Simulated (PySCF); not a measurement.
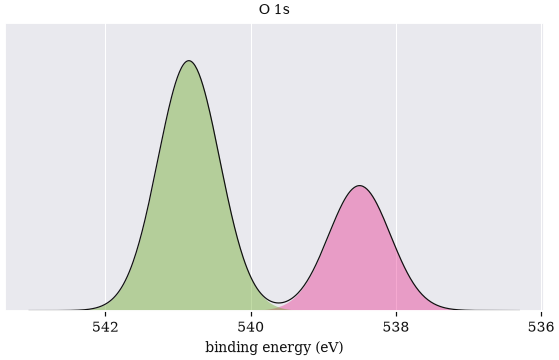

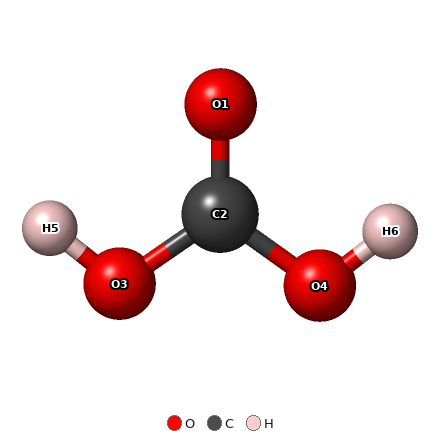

Simulated XPS of CH₂O₃, SMILES O=C(O)O. Vertical core-electron binding energies by ΔSCF (SCAN, pcX-2 on the ionised atom, pcseg-1 elsewhere, spin-free X2C; PySCF, at a PBE0-D3(BJ)/def2-SVP geometry (no frequency check)), gas phase, against the vacuum level. One atom of each kind was ionised; within a panel, areas follow the number of like atoms, Gaussians of 1.0 eV full width. Only the regions named are shown.

Question: Assign the components.

Answer:
```tsv
level	atoms	binding energy (eV)
O 1s	O3, O4	540.9
O 1s	O1	538.5
```

Question: How large is the chemical shift across the O 1s region?

Answer: 2.4 eV, from O1 at 538.5 eV to O3, O4 at 540.9 eV.
